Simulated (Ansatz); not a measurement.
**GeH4···CH4: density, localisation and related maps**

```xyz
10

Ge   -1.0555    0.7889   -1.6010
H     0.4284    1.1756   -1.6441
H    -1.7523    1.3001   -2.8692
H    -1.7141    1.4204   -0.3671
H    -1.1864   -0.7379   -1.5264
H     1.5597    0.0287    1.0858
C     1.0558   -0.7891    1.6009
H     0.9857   -1.6504    0.9364
H     0.0548   -0.4734    1.8946
H     1.6240   -1.0629    2.4902
```

These are results of Ansatz 0.2.0, RKS PBE0/def2-TZVP, not measurements.

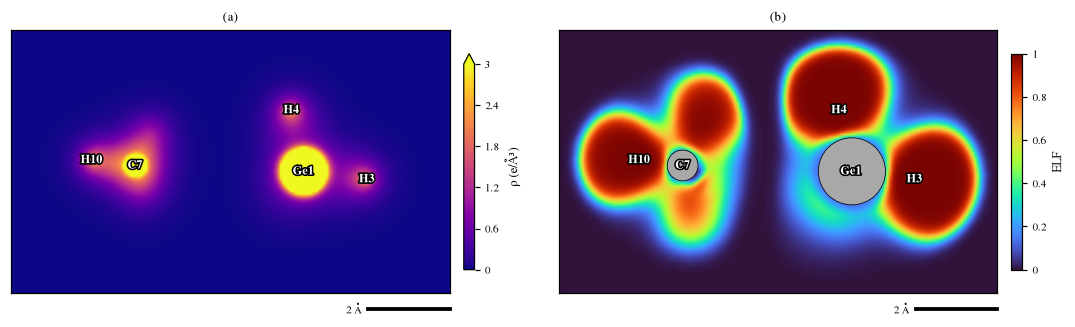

Figure 1. (a) electron density; (b) electron localisation function on the plane of atoms H3, Ge1 and H4. Grey discs cover the atomic cores in the ELF map.

### Interpret the plot.

The section cuts through Ge, H and C sites.
C7···Ge1 (4.15 Å): the density falls to about 0.01 e/Å³ on the way; the ELF dips to about 0 between them; a non-bonded, intermolecular contact.
C–H (1.09 Å): the density is about 2 e/Å³ at the midpoint; the ELF climbs to about 1 towards the hydrogen, as it does in any bond to H: a covalent bond by its length.
Ge–H (1.53 Å): ρ at the midpoint is about 1.1 e/Å³; the ELF climbs to about 1 towards the hydrogen.

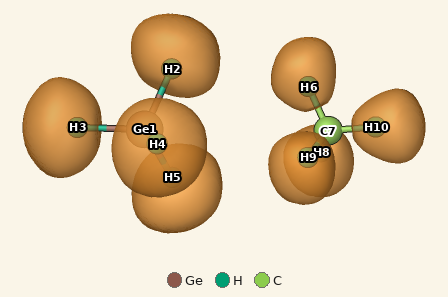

Figure 2. Isosurface of the electron localisation function at 0.9 (orange), seen across its widest extent. Only the valence region is drawn (cores and ρ < 0.01 e/Å³ removed).

### What do the ELF domains correspond to?

The ELF exceeds this value in eight regions around hydrogen nuclei.

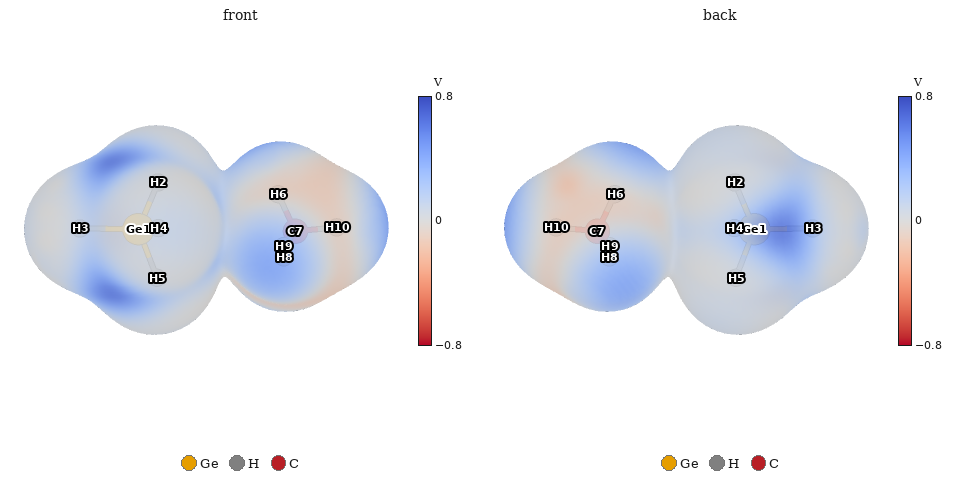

Figure 3. The electrostatic potential painted on the density surface at 0.001 e/bohr³, seen from the front and from behind; red is negative and blue positive.

### Which sites attract a positive test charge, and which a negative one?

A positive charge is drawn to the negative regions and a negative charge to the positive ones. The most negative region (about −0.1 V) lies over C7, the most positive (about +0.6 V) over Ge1.

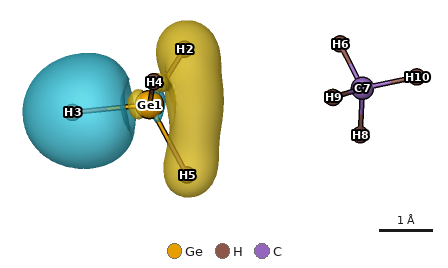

Figure 4. The HOMO at ±0.15 Å⁻³ᐟ² (yellow and cyan are the two phases), seen at a tilt.

### Describe this orbital and give its energy.

By Hirshfeld shares it lies mainly on Ge1 (about 45 %), H3 (about 40 %), H2 (about 10 %) and H5 (about 5 %). Its energy is −9.62 eV.
